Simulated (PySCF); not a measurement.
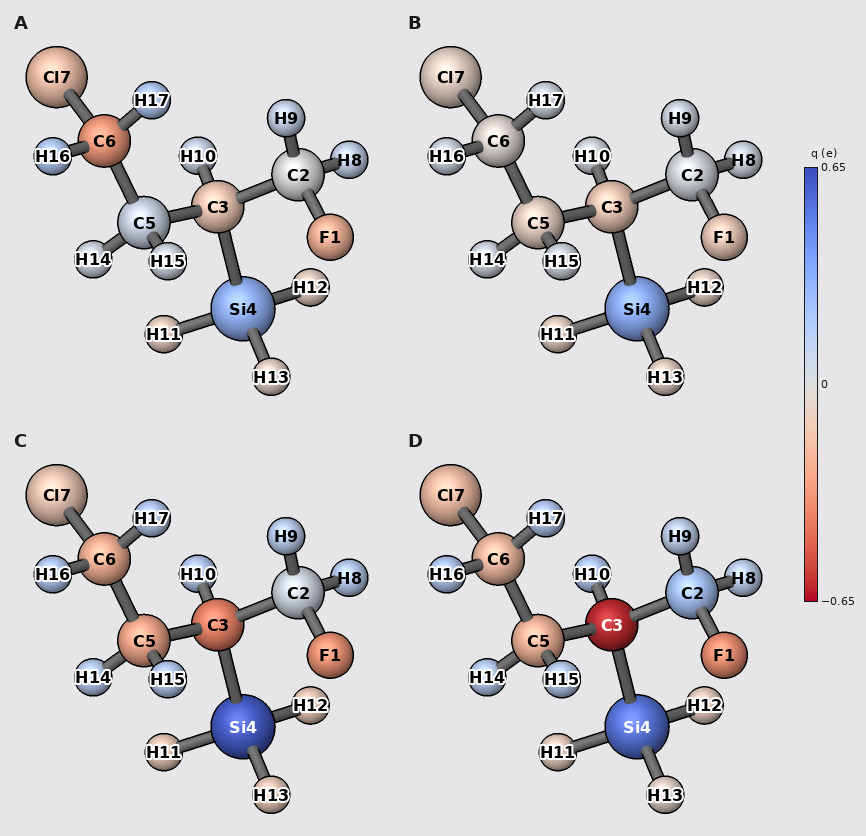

Atomic charges of one calculation by 4 schemes, on one colour scale. The geometry was computed by an optimisation with GFN2-xTB. No frequency run is at hand to confirm it as a minimum. Method: PBE0/pcSseg-1 (PySCF 2.14.0).

The schemes are ESP-fitted, Hirshfeld, IAO, Mulliken. Which panel shows which?

Answer. A ESP-fitted, B Hirshfeld, C IAO, D Mulliken.

List the charges (e), one line for each set of equivalent atoms.

| atom | ESP-fitted | Hirshfeld | IAO | Mulliken |
| --- | --- | --- | --- | --- |
| F1 | −0.22 | −0.11 | −0.33 | −0.34 |
| C2 | 0.00 | 0.02 | 0.05 | 0.21 |
| C3 | −0.13 | −0.12 | −0.39 | −0.60 |
| Si4 | 0.29 | 0.31 | 0.59 | 0.52 |
| C5 | 0.06 | −0.08 | −0.26 | −0.21 |
| C6 | −0.31 | −0.03 | −0.23 | −0.18 |
| Cl7 | −0.16 | −0.07 | −0.12 | −0.17 |
| H8 | 0.09 | 0.04 | 0.14 | 0.12 |
| H9 | 0.09 | 0.04 | 0.13 | 0.11 |
| H10 | 0.08 | 0.03 | 0.15 | 0.17 |
| H11 | −0.09 | −0.08 | −0.12 | −0.08 |
| H12 | −0.07 | −0.08 | −0.12 | −0.09 |
| H13 | −0.07 | −0.07 | −0.11 | −0.06 |
| H14 | 0.05 | 0.04 | 0.14 | 0.14 |
| H15 | 0.05 | 0.04 | 0.15 | 0.15 |
| H16 | 0.17 | 0.05 | 0.17 | 0.17 |
| H17 | 0.17 | 0.05 | 0.15 | 0.16 |

The geometry is semi-empirical. Around Si such bond lengths and angles can be off by a tenth of an ångström or more and by several degrees, and values that hang on the shape move with them.
